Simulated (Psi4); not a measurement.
# UHF/cc-pVDZ run of CH6BN− (SMILES [BH2-]NC)

Aim: the vertical ionisation energy of CH6BN− at UHF/cc-pVDZ, from 2 runs. 

Program for the calculation: Psi4 1.11.

2 further runs of the same task are left out: 2 set aside as unsound or not needed.

### 1 The molecule

The species is CH6BN− (9 atoms), meant as a doublet with charge -1. SMILES: `[BH2-]NC`. The coordinates come from a GFN2-xTB relaxation.

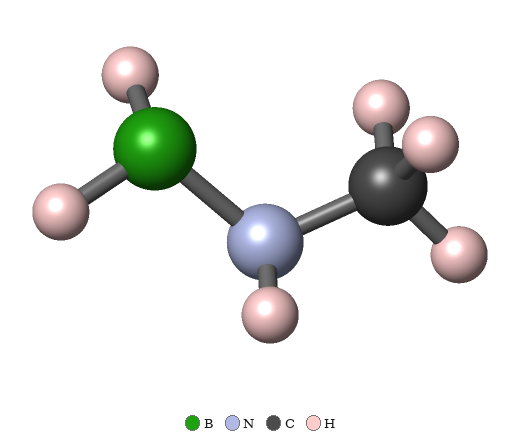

Viewed from a chosen angle; boron green, nitrogen light blue, carbon dark grey, hydrogen pink.

### 2 Energy and gradient at UHF/cc-pVDZ

input.json reads:

```json
{
 "schema_name": "qcschema_input",
 "schema_version": 1,
 "molecule": {
  "schema_name": "qcschema_molecule",
  "schema_version": 2,
  "symbols": ["B", "N", "C", "H", "H", "H", "H", "H", "H"],
  "geometry": [-0.86231983, 1.26365986, -2.26077385, -0.45073748, 0.82393949, 0.66110179, 0.93169167, -1.39354074, 1.33065065, -2.36790242, -0.33557757, -3.10474443, -1.59918073, 3.46836553, -2.61541875, 0.42218371, 2.36453871, 1.41854181, -0.02409401, -3.0304782, 0.505086, 2.94799165, -1.47835164, 0.65743572, 1.00236743, -1.68257435, 3.40810217],
  "molecular_charge": -1,
  "molecular_multiplicity": 2,
  "fix_symmetry": "c1"
 },
 "driver": "gradient",
 "model": {
  "method": "hf",
  "basis": "cc-pVDZ"
 },
 "keywords": {
  "reference": "uhf",
  "puream": true,
  "e_convergence": 1e-09,
  "d_convergence": 1e-08,
  "scf_type": "pk",
  "maxiter": 200
 }
}
```

The run is started by

```console
$ psi4 --qcschema input.json -n 1 --memory 1600MB
```

stdout, cut to the lines that bear on the results:

```text
[...]
  Running in c1 symmetry.
[...]
  Nuclear repulsion =   68.874971078379687
[...]
  Multiplicity = 2
[...]
  Nalpha       = 13
  Nbeta        = 12
[...]
    Number of basis functions: 72
[...]
   @UHF iter   1:  -120.28294849580951   -7.59573e-01   6.40425e-03 DIIS/ADIIS
[...]
   @UHF iter  15:  -120.42515745324091   -1.83320e-12   4.80972e-09 DIIS
[...]
   @S^2 Observed:                7.551938079E-01
[...]
    Orbital Energies [Eh]
    ---------------------
    Alpha Occupied:
       1A    -15.307306     2A    -11.068339     3A     -7.331976
       4A     -0.948102     5A     -0.688243     6A     -0.466803
       7A     -0.416973     8A     -0.381622     9A     -0.336932
      10A     -0.243470    11A     -0.202632    12A     -0.179471
      13A     -0.003538
    Alpha Virtual:
      14A      0.356080    15A      0.407849    16A      0.416606
      17A      0.438284    18A      0.496220    19A      0.496993
      20A      0.504239    21A      0.575441    22A      0.686382
      23A      0.694781    24A      0.792535    25A      0.814459
[...]
  @UHF Final Energy:  -120.42515745324091
   => Energetics <=
    Nuclear Repulsion Energy =             68.8749710783796871
    One-Electron Energy =                -303.5718944886924078
    Two-Electron Energy =                 114.2717659570717927
    Total Energy =                       -120.4251574532409137
  UHF NO Occupations:
  HONO-2 :   11  A 1.9995585
  HONO-1 :   12  A 1.9983049
[...]
 Multipole Moments:
 ------------------------------------------------------------------------------------
     Multipole            Electronic (a.u.)      Nuclear  (a.u.)        Total (a.u.)
 ------------------------------------------------------------------------------------
 L = 1.  Multiply by 2.5417464519 to convert [e a0] to [Debye]
 Dipole X            :          0.0472036            0.8683410            0.9155446
 Dipole Y            :          0.7160694           -1.4438524           -0.7277829
 Dipole Z            :          0.6452546            1.2385245            1.8837791
 Magnitude           :                                                    2.2173213
[...]
  -Total Gradient:
     Atom            X                  Y                   Z
    ------   -----------------  -----------------  -----------------
       1        0.008700952319    -0.000230627043    -0.020146041849
       2       -0.005722550127    -0.015981253903     0.010741969719
       3       -0.009894162757     0.002879446209    -0.003328891582
       4       -0.003261944071     0.001918344109     0.004598354235
       5       -0.002645697489    -0.000879029952     0.003120514922
       6        0.003932288945     0.009279460026     0.004169094571
       7       -0.001295063713     0.002792638127    -0.001105403662
       8        0.009499611767    -0.000519165457    -0.001724620647
       9        0.000686565125     0.000740187883     0.003675024291
[...]
```

The result, in JSON:

```text
{
 "driver": "gradient",
 "model": {
  "method": "hf",
  "basis": "cc-pVDZ"
 },
 "success": true,
 "return_result": [0.008700952318745736, -0.000230627043007494, -0.020146041848700114, -0.005722550126994519, -0.01598125390254733, 0.010741969719336773, -0.009894162757243335, 0.0028794462094694972, -0.003328891581952085, -0.0032619440705141806, 0.001918344109403447, 0.004598354235309417, -0.0026456974885179854, -0.0008790299516897027, 0.003120514921544554, 0.0039322889450812415, 0.009279460025600927, 0.004169094571446347, -0.0012950637127201736, 0.002792638126970559, -0.0011054036615524565, 0.009499611766714544, -0.0005191654571998806, -0.001724620646863545, 0.0006865651252770822, 0.0007401878832091133, 0.0036750242914745934],
 "properties": {
  "calcinfo_nbasis": 72,
  "calcinfo_nmo": 72,
  "calcinfo_nalpha": 13,
  "calcinfo_nbeta": 12,
  "calcinfo_natom": 9,
  "nuclear_repulsion_energy": 68.87497107837969,
  "return_energy": -120.42515745324091,
  "return_gradient": [0.008700952318745736, -0.000230627043007494, -0.020146041848700114, -0.005722550126994519, -0.01598125390254733, 0.010741969719336773, -0.009894162757243335, 0.0028794462094694972, -0.003328891581952085, -0.0032619440705141806, 0.001918344109403447, 0.004598354235309417, -0.0026456974885179854, -0.0008790299516897027, 0.003120514921544554, 0.0039322889450812415, 0.009279460025600927, 0.004169094571446347, -0.0012950637127201736, 0.002792638126970559, -0.0011054036615524565, 0.009499611766714544, -0.0005191654571998806, -0.001724620646863545, 0.0006865651252770822, 0.0007401878832091133, 0.0036750242914745934],
  "scf_one_electron_energy": -303.5718944886924,
  "scf_two_electron_energy": 114.27176595707179,
  "scf_dipole_moment": [0.9155445697413176, -0.7277829498456106, 1.8837790895284785],
  "scf_total_energy": -120.42515745324091,
  "scf_total_gradient": [0.008700952318745736, -0.000230627043007494, -0.020146041848700114, -0.005722550126994519, -0.01598125390254733, 0.010741969719336773, -0.009894162757243335, 0.0028794462094694972, -0.003328891581952085, -0.0032619440705141806, 0.001918344109403447, 0.004598354235309417, -0.0026456974885179854, -0.0008790299516897027, 0.003120514921544554, 0.0039322889450812415, 0.009279460025600927, 0.004169094571446347, -0.0012950637127201736, 0.002792638126970559, -0.0011054036615524565, 0.009499611766714544, -0.0005191654571998806, -0.001724620646863545, 0.0006865651252770822, 0.0007401878832091133, 0.0036750242914745934],
  "scf_iterations": 15
 }
}
```

Run time: 3.6 s. Hardware: 1 thread of Intel Xeon 6975P-C (Granite Rapids), shared host; peak memory 0.25 GiB.

### 3 Singlet neutral CH6BN, same level

calc.in reads:

```
memory 1600 mb

molecule mol {
  0 1
  B
  N 1 1.578697
  C 2 1.427467 1 115.78305
  H 1 1.245156 2 109.83976 3 70.02169
  H 1 1.24435 4 112.49696 2 -121.88093
  H 2 1.019151 3 109.12791 1 -123.72593
  H 3 1.094086 2 108.35 6 -179.95401
  H 3 1.125777 7 106.27332 2 -125.42804
  H 3 1.110559 7 107.56545 8 -113.19219
  symmetry c1
  no_reorient
  no_com
}

set {
  basis cc-pVDZ
  reference rhf
  puream true
  e_convergence 1e-09
  d_convergence 1e-08
  scf_type pk
}

energy_value, wavefunction = gradient("hf", return_wfn=True)
```

The run is started by

```console
$ psi4 -i calc.in -o calc.out -n 1
```

calc.out, cut to the lines that bear on the results:

```text
[...]
  Running in c1 symmetry.
[...]
  Nuclear repulsion =   68.874975425385372
[...]
  Multiplicity = 1
[...]
  Nalpha       = 12
  Nbeta        = 12
[...]
    Number of basis functions: 72
[...]
   @RHF iter   1:  -120.37730535621883   -8.53930e-01   5.04165e-03 DIIS/ADIIS
[...]
   @RHF iter  12:  -120.45949380789875   -2.82796e-12   5.20348e-09 DIIS
[...]
  @RHF Final Energy:  -120.45949380789875
   => Energetics <=
    Nuclear Repulsion Energy =             68.8749754253853723
    One-Electron Energy =                -298.0711441903483205
    Two-Electron Energy =                 108.7366749570641957
    Total Energy =                       -120.4594938078987525
[...]
 Multipole Moments:
 ------------------------------------------------------------------------------------
     Multipole            Electronic (a.u.)      Nuclear  (a.u.)        Total (a.u.)
 ------------------------------------------------------------------------------------
 L = 1.  Multiply by 2.5417464519 to convert [e a0] to [Debye]
 Dipole X            :          0.6564315           -0.0608909            0.5955405
 Dipole Y            :          1.0363054           -1.4071162           -0.3708108
 Dipole Z            :         -1.4082459            1.5456342            0.1373883
 Magnitude           :                                                    0.7148739
[...]
  -Total Gradient:
     Atom            X                  Y                   Z
    ------   -----------------  -----------------  -----------------
       1        0.074972713496    -0.070858000590    -0.088874977132
       2       -0.050243937336     0.003704832087     0.087823738657
       3        0.001719926990     0.031533313062    -0.021587223823
       4       -0.031149563361     0.021430509278     0.008277088489
       5       -0.019160100491     0.026125681536     0.007234988948
       6        0.011920962403     0.001274576912     0.001174258297
       7       -0.000755649928     0.001157664514    -0.002844445327
       8        0.012179410414    -0.013155325486    -0.002465495378
       9        0.000516237813    -0.001213251313     0.011262067270
[...]
```

Run time: 3.3 s. Hardware: 1 thread of Intel Xeon 6975P-C (Granite Rapids), shared host; peak memory 0.27 GiB.

### 4 What came out

At UHF/cc-pVDZ:

| quantity | value |
| --- | --- |
| doublet CH6BN−: total energy | -120.42516 Eh |
| doublet CH6BN−: HOMO energy (highest over α and β) | -0.10 eV |
| doublet CH6BN−: LUMO energy (lowest over α and β) | 9.50 eV |
| doublet CH6BN−: ⟨S²⟩ | 0.755 |
| doublet CH6BN−: largest force on an atom | 1.129 eV/Å |
| singlet neutral CH6BN: total energy | -120.45949 Eh |
| singlet neutral CH6BN: dipole moment | 1.82 D |
| singlet neutral CH6BN: HOMO energy | -10.51 eV |
| singlet neutral CH6BN: LUMO energy | 1.92 eV |
| singlet neutral CH6BN: HOMO–LUMO gap | 12.44 eV |
| singlet neutral CH6BN: largest force on an atom | 7.002 eV/Å |
| vertical detachment energy (to the singlet neutral) | -0.934 eV |

The species is unbound against losing an electron at this level, by 0.93 eV (−90.2 kJ/mol); missing correlation or diffuse functions can give that sign where the real anion is bound. The largest force (doublet CH6BN−) is 1.13 eV/Å: the shape isn't a stationary point for this species at this level. Only the singlet of the ionised species was computed; a triplet could lie lower.
